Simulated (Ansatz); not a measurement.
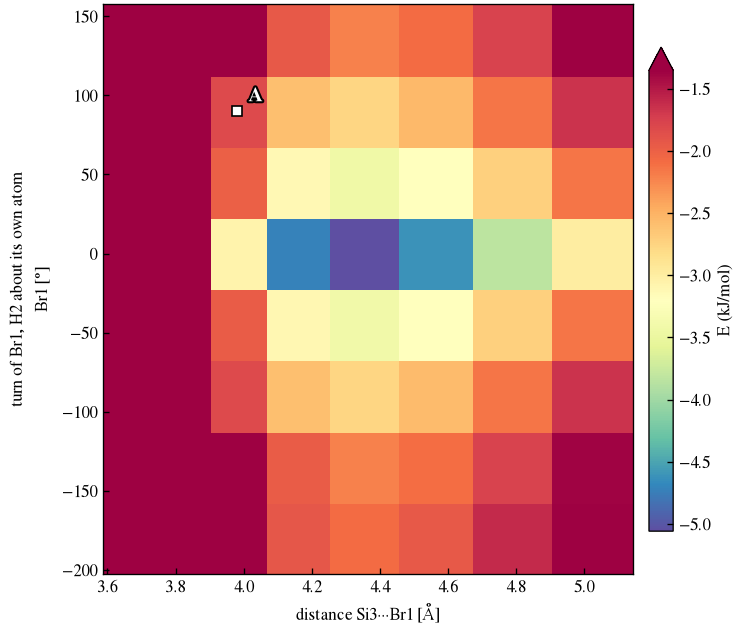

The pair BrH···H₄Si. The turn is about an axis along (−0.51, 0.86, 0.05) in the frame of the relaxed pair, normal to the line between the partners. Coordinates scanned: (1) distance Si3···Br1; (2) turn of Br1, H2 about its own atom Br1. The grid has 9 × 8 points. Points are written as (first, second). Energies: kJ/mol, counted from the two partners far apart, frozen as in the relaxed pair, each in its own basis (no counterpoise correction). These are results of RKS PBE0-D4/def2-TZVPD (Ansatz), not measurements.

The picture shows one coloured cell a grid point, one colour for all values above the top of the scale, the point A.

Question: Which way does the force act at A, and how strong is it?

Answer: A, at (3.980 Å, 90°), is not a stationary point. The computed force is 6.8 kJ/mol for each Å towards larger values of distance Si3···Br1 and 0.025 kJ/mol for each degree towards smaller values of the second coordinate.
